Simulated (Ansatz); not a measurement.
# Phonons of Os-Re stack of (100) layers, part 2 of 3

The plan: relax Os-Re stack of (100) layers, check its phonons, and, if the lattice is stable, compute its Eliashberg function and ρ(T).

Ansatz 0.2.0; DFT PBEsol, scalar-relativistic, plane waves, PAW; PAW set soft_1.

So far: Starting point; Quick single point; Rough relaxation.

## (4) Relaxing cell and atoms

The structure is brought to rest under this functional.

Contents of input.yaml:

```yaml
crystal:
  lattice:
    - [2.7803297421, 0.0, 0.0]
    - [0.0, 2.7803297421, 0.0]
    - [0.0, 0.0, 27.6888403229]
  atoms:
    - { symbol: Os, position: [0.0, 0.0, 0.2062497394] }
    - { symbol: Re, position: [0.5, 0.5, 0.2612461849] }
  periodic: [true, true, false]
kpoints:
  mp_grid: { grid: [10, 10, 1] }
hamiltonian:
  xc: pbesol
  pseudopotentials: { kind: paw, azcp: { folder: soft_1 }, xc_functional: pbe }
scf:
  occupations: { method: gaussian, width: 0.1 }
output:
  forces: true
  stress: true
  eigenvalues: true
  write_density: true
  write_potential: true
  elf: true
  volumetric_format: npy
relax:
  adjacent_minimum: "off"
  f_tol: 0.005
  max_steps: 80
  cell: { stress_2d_tol: 0.02 }
```

Started as:

```console
ansatz run input.yaml --threads 4 --pin off --max-ram 20480MiB --backend cpu --events-out ev --progress --plain --runs-dir out
```

Numbers of over 12 decimals in the logs are rounded to 6 here.

What it wrote:

```text
[the first part of the log is left out]
  E_xc         = -583.194409
  E_vxc        = -531.203323  (∫ρ·V_xc dr)
  E_paw        = -17492.260168  (= ΣΔE_a)
  E_vpaw       = -407.456733  (= ΣTr[D̂ρ^β])
  E_aug_tail   = 0.000510  (compensation charges beyond the density's cutoff)
  E_ewald      = 28810.694819
  E_core_change = 0.481324  (= ΣΔE_core)
  E_smearing   = -0.015865  (= −TS)
  E_closure    = -0.000000  (closes the sum)
  Σ components = -21987.016116   (vs F -21987.016116, Δ=0.00e0)
--- Forces (eV/Å), atoms counted from 1 ---
  atom   1  Os    -0.00000000     0.00000000     0.00073068
  atom   2  Re     0.00000000     0.00000000    -0.00073039
  max |Σ_I F_I| component: 2.94e-7 eV/Å
--- 2D stress c σ (N/m, compression-positive) ---
        0.003086      -0.000000       0.000000
       -0.000000       0.003086      -0.000000
        0.000000      -0.000000       0.000000
  P = ½ c Tr σ = 0.0031 N/m
--- Band table (eV; the first three rows and the last of 21) ---
[...]
--- Relaxed structure (5 steps of the walk, 5 accepted, 1 SCFs on fresh bases) ---
[...]
cell:  # Å, volume = 221.1155 Å³
    - [2.825903, 0, 0]
    - [0, 2.825903, 0.0]
    - [0, 0.0, 27.6888403229]
  atoms:
    - { symbol: Os, position: [0, 0, 0.207616] }
    - { symbol: Re, position: [0.5, 0.5, 0.259880] }
```

Elapsed: 22 s, on 4 threads of Arm Neoverse V1, shared host; peak memory 0.53 GiB; 83 s of CPU time.

Step by step:

```
step  energy less that of the first step (eV)  largest force component (eV/Å)  volume (Å³)
   1                                   0.0000                          0.2315       214.04
   2                                  -0.0267                          0.4994       218.33
   3                                  -0.0272                          0.6139       223.11
   4                                  -0.0372                          0.0466       221.08
   5                                  -0.0372                          0.0001       221.12
   6                                  -0.0378                          0.0007       221.12
```

The log counts 1 steps on a newly chosen plane-wave basis, not all of them marked here; energy and pressure can jump at such steps.

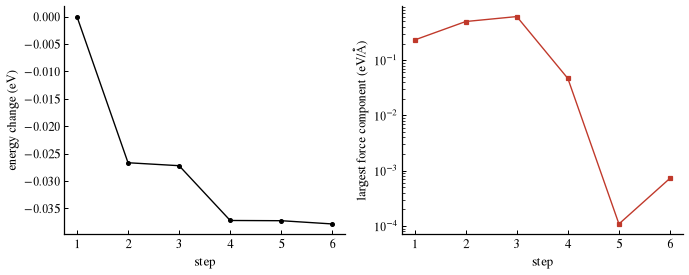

Energy and largest force along the relaxation.

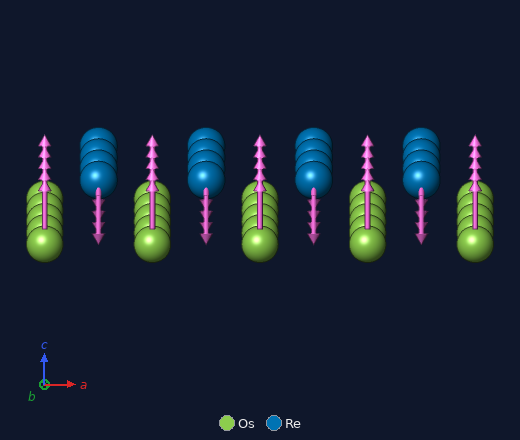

Displacements in the relaxation, exaggerated, measured against the changing cell; the longest in the cell stands for 0.04 Å. 4×4×1 cells are drawn. Some periodic images of atoms are drawn too.

```
cell as run  before  after  change
      a (Å)   2.780  2.826  +1.6 %
      b (Å)   2.780  2.826  +1.6 %
```

The atoms that moved most (Å, along periodic axes as changes of fractional coordinates times the final cell, across vacuum about the mean position):

```
atom     dx     dy      dz  length
 Os1  0.000  0.000   0.038   0.038
 Re2  0.000  0.000  -0.038   0.038
```

The relaxed structure:

```cif
data_structure
_symmetry_space_group_name_H-M 'P 1'
_symmetry_Int_Tables_number 1
_cell_length_a 2.8259
_cell_length_b 2.8259
_cell_length_c 27.6888
_cell_angle_alpha 90.000
_cell_angle_beta 90.000
_cell_angle_gamma 90.000
_cell_volume 221.12
loop_
_atom_site_label
_atom_site_type_symbol
_atom_site_fract_x
_atom_site_fract_y
_atom_site_fract_z
_atom_site_occupancy
Os1 Os 0.00000 0.00000 0.20762 1
Re2 Re 0.50000 0.50000 0.25988 1
```

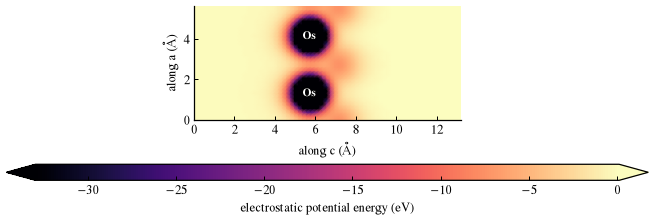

Electrostatic potential energy in the ca plane at fractional y = 0.000, with atoms of Os within 0.2 Å of it. With pseudopotentials it is smooth inside the atoms' cores, unlike the true potential. The map starts off the cell's origin, so that atoms lie inside it. The far vacuum is left out of the map.

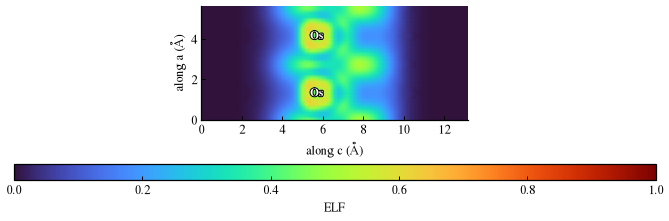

ELF in the ca plane at fractional y = 0.000, with atoms of Os within 0.2 Å of it. It is the smooth field of the valence electrons, not physical close to the nuclei. The map starts off the cell's origin, so that atoms lie inside it. The far vacuum is left out of the map.

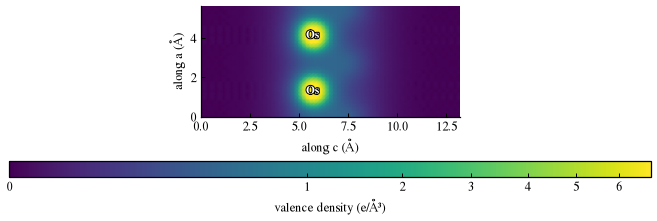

Valence density in the ca plane at fractional y = 0.000, with atoms of Os within 0.2 Å of it. It is the smooth field of the valence electrons, not physical close to the nuclei. The map starts off the cell's origin, so that atoms lie inside it. The colour scale is stretched toward low values. The far vacuum is left out of the map.

The relaxation ends with a largest force component of 7.3e-4 eV/Å.

## (5) Tight relaxation

Phonons are second derivatives about the minimum, so the remaining forces must be small: the thresholds are tightened.

input.yaml, the sections that differ from step 4:

```yaml
crystal:
  lattice:
    - [2.825902549, 0.0, 0.0]
    - [0.0, 2.825902549, 0.0]
    - [0.0, 0.0, 27.6888403229]
  atoms:
    - { symbol: Os, position: [0.0, 0.0, 0.2076162931] }
    - { symbol: Re, position: [0.5, 0.5, 0.2598796312] }
  periodic: [true, true, false]
scf:
  occupations: { method: methfessel_paxton, width: 0.2 }
relax:
  adjacent_minimum: "off"
  f_tol: 0.001
  max_steps: 60
  cell: { stress_2d_tol: 0.002 }
# kpoints, hamiltonian, output: as in step 4
```

What it wrote:

```text
[the first part of the log is left out]
  E_xc         = -583.201398
  E_vxc        = -531.212467  (∫ρ·V_xc dr)
  E_paw        = -17492.260228  (= ΣΔE_a)
  E_vpaw       = -407.456850  (= ΣTr[D̂ρ^β])
  E_aug_tail   = 0.000510  (compensation charges beyond the density's cutoff)
  E_ewald      = 28811.542660
  E_core_change = 0.481324  (= ΣΔE_core)
  E_smearing   = -0.003705  (= −TS)
  E_closure    = 0.000000  (closes the sum)
  Σ components = -21987.011227   (vs F -21987.011227, Δ=0.00e0)
--- Forces (eV/Å), atoms counted from 1 ---
  atom   1  Os    -0.00000000     0.00000000    -0.00003870
  atom   2  Re     0.00000000    -0.00000000     0.00003871
  max |Σ_I F_I| component: 9.64e-9 eV/Å
--- 2D stress c σ (N/m, compression-positive) ---
        0.000692      -0.000000      -0.000000
       -0.000000       0.000692       0.000000
       -0.000000       0.000000       0.000000
  P = ½ c Tr σ = 0.0007 N/m
--- Band table (eV; the first three rows and the last of 21) ---
[...]
--- Relaxed structure (3 steps of the walk, 2 accepted, 1 SCFs on fresh bases) ---
[...]
cell:  # Å, volume = 221.1135 Å³
    - [2.825890, 0.0, 0]
    - [0.0, 2.825890, 0.0]
    - [0, 0.0, 27.6888403229]
  atoms:
    - { symbol: Os, position: [0, 0.0, 0.207621] }
    - { symbol: Re, position: [0.5, 0.5, 0.259875] }
```

It took 16 s on 4 threads; peak memory 0.53 GiB.

Little changed from the start: no atom moved by 0.005 Å and no cell edge by 0.1 %.

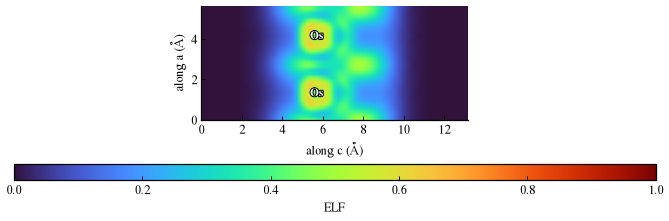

ELF in the ca plane at fractional y = 0.000, with atoms of Os within 0.2 Å of it. It is the smooth field of the valence electrons, not physical close to the nuclei. The map starts off the cell's origin, so that atoms lie inside it. The far vacuum is left out of the map.

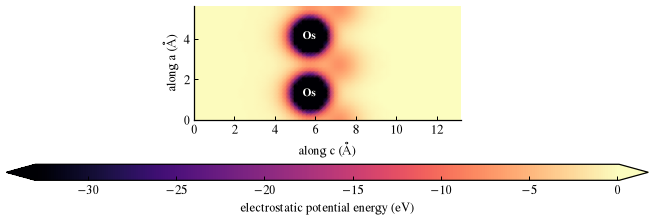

Electrostatic potential energy in the ca plane at fractional y = 0.000, with atoms of Os within 0.2 Å of it. With pseudopotentials it is smooth inside the atoms' cores, unlike the true potential. The map starts off the cell's origin, so that atoms lie inside it. The far vacuum is left out of the map.

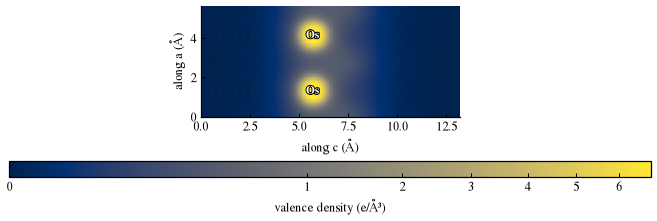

Valence density in the ca plane at fractional y = 0.000, with atoms of Os within 0.2 Å of it. It is the smooth field of the valence electrons, not physical close to the nuclei. The map starts off the cell's origin, so that atoms lie inside it. The colour scale is stretched toward low values. The far vacuum is left out of the map.

## (6) Phonons by linear response: q 2×2×1, k 6×6×1

Couplings are defined for a stable lattice alone, so phonons come first.

input.yaml, the sections that differ from step 5:

```yaml
crystal:
  lattice:
    - [2.8258898375, 0.0, 0.0]
    - [0.0, 2.8258898375, 0.0]
    - [0.0, 0.0, 27.6888403229]
  atoms:
    - { symbol: Os, position: [0.0, 0.0, 0.2076205383] }
    - { symbol: Re, position: [0.5, 0.5, 0.259875386] }
  periodic: [true, true, false]
kpoints:
  mp_grid: { grid: [6, 6, 1] }
output:
  eigenvalues: true
phonons:
  method: dfpt
  qmesh: [2, 2, 1]
  temperatures: { t_max: 1000, t_step: 50 }
  qpath:
    path: [[0.0, 0.0, 0.0], [0.0, 0.5, 0.0], [0.5, 0.5, 0.0], [0.0, 0.0, 0.0]]
    npoints: 10
# hamiltonian, scf: as in step 5
# relax: removed
```

What it wrote:

```text
[...]
Crystal: 2 atoms, lattice volume = 221.113 Å³
Basis set: ecut = 420 eV, 4353 PW (Γ), exchange–correlation on 40×40×384 points (8 copies of the dense FFT grid, shifted against one another)
Bands: 20, of which v1, the nominal top of the filled ones, is band 16 counted from 1 (15 counted from 0)
Symmetry: 8 space group operations
k-points: 10 of 36
[...]
SCF iter   1: F=—  HF=-21988.496108 eV  |F-HF|=—  |Δ(HF+E_count)|=         —  Δρ=2.96e-2  dr2=5.91e0  ethr=3.10e-3  ⟨swp⟩=12.3  Hψ=1724  notcnv=0
[...]
SCF iter  15: F=-21987.024617 eV  HF=-21987.024617 eV  |F-HF|=1.82e-11  |Δ(HF+E_count)|=  1.60e-10  S|Δr|=    0.00e0  Δρ=2.22e-8  dr2=2.67e-12  ethr=1.00e-12  ⟨swp⟩=16.1  Hψ=1675  notcnv=0
SCF 1 converged in 15 iterations: F = -21987.024617 eV  dr2 = 2.67e-12
[...]
phonons: the bands overlap, so this run is a metal and interpolates without the dipole-dipole term. If the crystal is really an insulator or semiconductor, its LO-TO splitting is missing
NSCF: frozen V_eff on 10 k-points
[...]
DFPT response loops at q = (0, 0, 0) (fractional): preconditioner auto → none (partly filled bands, converged f_vac=0.778); β = 0.50; Broyden in place of MSR1
[...]
SCF converged after 15 iterations
Stability not checked: this state was not tested for a lower state beside it, because cold or Methfessel-Paxton smearing, or corrected tetrahedra, fill the levels in a way that the test cannot read (fill_not_monotonic; see scf.lower_state_search)
Free energy (F): -21987.024617 eV
[...]
Internal energy: -21987.011651 eV  (E = F + TS)
E sigma→0 (E₀):  -21987.021375 eV
Entropy (-TS):   -0.012966 eV (-6.483 meV/atom)
Fermi energy:    -5.077529 eV
[...]
--- Band table (eV; the first three rows and the last of 10) ---
  k-point 0: bands = [... 12 lower, -7.1677, -6.9425, -6.5157, -6.0608, -5.4662, -3.2397, -3.2397, -1.8420]
  k-point 1: bands = [... 12 lower, -7.3702, -7.0568, -6.9501, -5.4956, -5.3542, -3.7118, -2.4888, -2.2500]
  k-point 2: bands = [... 12 lower, -7.9310, -7.8526, -7.1437, -4.9292, -4.0419, -3.5273, -2.4826, -1.8593]
  k-point 9: bands = [... 12 lower, -5.3601, -5.3601, -4.2102, -3.3559, -2.8533, -1.3715, -0.8973, -0.8973]
--- Phonons (Γ-DFPT): 4 representative perturbations + reference (Σ response iterations 18) ---
  ASR residual: 1.564e-4 → 0.000e0 eV/Å²; symmetrization residual: 1.697e-5 eV/Å²
  ASR residual per site (eV/Å²): 1.56e-4 6.27e-5
  Γ frequencies (cm⁻¹): 0.00 0.00 0.00 172.73 222.66 222.66
--- Phonons (arbitrary-q DFPT): 3 irreducible q on the 2×2×1 mesh ---
  q = [0.0000, 0.0000, 0.0000] (star 1, of the zone-centre solve; hermiticity 1.98e-6, symmetrization 8.68e-13): -0.00 0.00 0.00 172.73 222.66 222.66
  q = [0.0000, -0.5000, 0.0000] (star 2, 6 solved perturbations on 16 of 36 k-point pairs; hermiticity 2.04e-6, symmetrization 6.61e-9): 87.32 88.99 138.20 140.14 229.46 229.62
  q = [-0.5000, -0.5000, 0.0000] (star 1, 4 solved perturbations in 52 linear systems a pass and spin channel, the states on 16 of 36 k-point pairs; hermiticity 1.14e-6, symmetrization 7.12e-9): 124.95 124.95 178.32 196.52 214.10 214.10
  sum rule: each row above includes the acoustic sum rule's correction from the zone centre's row sums; it moved no ω² by more than (0.47 cm⁻¹)²
  mesh force constants: q→R imaginary residual 2.50e-17; ASR residual 1.564e-4 → 0.000e0 eV/Å²; symmetrization residual 5.329e-15 eV/Å²
  interpolated dispersion: 31 rows × 6 modes
  density of states and harmonic sums: on the 22×22×1 q-mesh, interpolated from the force constants of a 2×2×1 supercell (no non-analytic term)
  largest difference from the sums on the solved wave vectors: F 1.86e-1 eV, S 2.50e-4 and C_V 6.41e-5 eV/K
  zero-point energy: 0.055853 eV/cell   skipped modes (ω ≤ 0): 3   left out of the sums: 1.03e-3 of the cell's modes: C_V's classical limit lies that fraction below 3 k_B per atom; for a crystal, a wire or a layer, F and S can be off by more, and a phonons.interpolated_qmesh denser along its periods is the remedy for the sampling
```

Wall time 38 s (4 threads); peak memory 0.78 GiB; 2.4 min of CPU time.

In the SCF lines HF is the Harris–Foulkes energy and dr2 the Hartree energy of the density residual, in eV; the loop may stop once dr2 is under the threshold and the program's other checks hold. Hψ counts applications of the Hamiltonian.

This step gave:

- zero point energy: 0.05585 eV/cell
- share of imaginary modes in the plain interpolation between solved wavevectors: 0
- highest frequency, solved or plainly interpolated: 231.2 cm⁻¹

Solved on the 2×2×1 mesh alone; all other wavevectors are interpolated. Phonon branches along the path, in cm⁻¹:

```
point  branch 1  branch 2  branch 3  branch 4  branch 5  branch 6
    Γ         0         0         0       173       223       223
    X        87        89       138       140       230       230
    M       125       125       178       196       214       214
    Γ         0         0         0       173       223       223
```

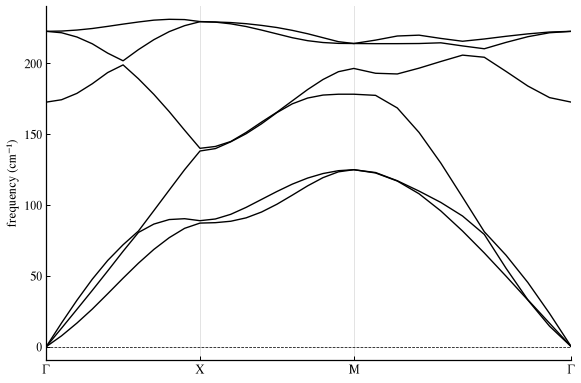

Phonon branches along the path.

Lowest modes at the softest wavevector of the mesh. The modes at q = (0.000, 0.500, 0.000) (shares of kinetic energy by element, %):

```
mode  frequency (cm⁻¹)  Os %  Re %
   1              87.3    49    51
   2              89.0    43    57
   3             138.2   100     0
   4             140.1     0   100
   5             229.5    57    43
   6             229.6    51    49
```

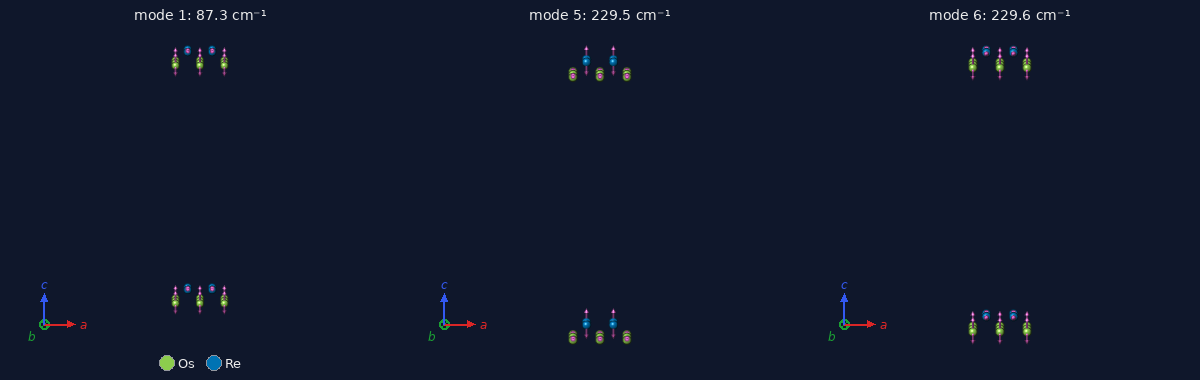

Displacement patterns of modes 1, 5 and 6 at q = (0.000, 0.500, 0.000); arrows are exaggerated. 2×2×2 cells are drawn. Some periodic images of atoms are drawn too.

The modes has structure finer than the step of the table below, so its rows give means over 10 cm⁻¹, whole bins alone (the curve runs from -10 to 248 cm⁻¹). Peaks (cm⁻¹: height): Os 89.0: 0.0272, 176.7: 0.0181, 220.6: 0.0585; Re 89.0: 0.0297, 191.3: 0.0184, 220.6: 0.0567.

Phonopy on the run's constants, 19x19x1 mesh, Gaussian sigma 2.0 cm⁻¹. The modes by wavenumber; means over each step; values in 1/cm⁻¹/cell:

```
wavenumber (cm⁻¹)       Os       Re
                0   4.6e-4   4.5e-4
               10  0.00137  0.00133
               20  0.00324  0.00320
               30  0.00450  0.00449
               40  0.00579  0.00585
               50  0.00684  0.00705
               60  0.00875  0.00909
               70   0.0109   0.0115
               80   0.0150   0.0161
               90   0.0239   0.0262
              100   0.0176   0.0194
              110   0.0135   0.0151
              120   0.0116   0.0130
              130  0.00526  0.00521
              140  0.00469  0.00479
              150  0.00596  0.00632
              160  0.00705  0.00637
              170   0.0101  0.00707
              180   0.0133   0.0103
              190   0.0133   0.0170
              200   0.0143   0.0145
              210   0.0217   0.0204
              220   0.0532   0.0506
              230   0.0276   0.0246
              240   1.5e-4   1.3e-4
```

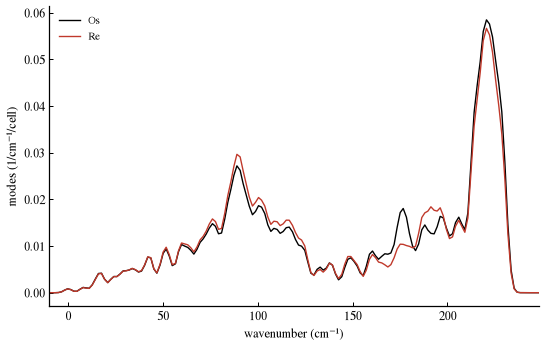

Modes against wavenumber.

No LO-TO term; unit eigenvectors of the mass-weighted matrix. Modes at Γ, with each element's share of the kinetic energy:

```
mode  frequency (cm⁻¹)  symmetry  Os %  Re %
   1               0.0   unnamed    51    49
   2               0.0   unnamed    51    49
   3               0.0   unnamed    51    49
   4             172.7        A1    49    51
   5             222.7         E    49    51
   6             222.7         E    49    51
```

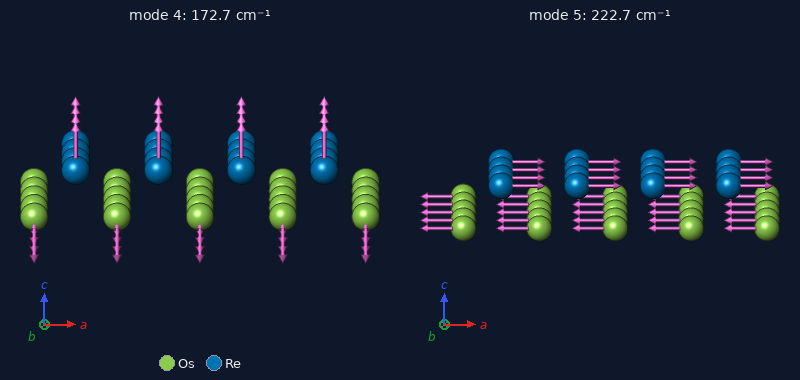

Displacement patterns of modes 4 and 5 at Γ; arrows are exaggerated. 4×4×1 cells are drawn. Some periodic images of atoms are drawn too.

Among the solved wavevectors the lowest mode, translations apart, is 87.3 cm⁻¹, so these are real on this k mesh.

(Part 2 of 3 ends here.)

[Logs are printed without paths, hosts, clocks, repeated set-up lines and the standing remarks that a program may print on its own settings, such as how far it seeks lower states.]

[Hosts, paths, dates, database ids (printed as entryN), source tags and the programs' standing remarks are cut or masked in the printed files.]
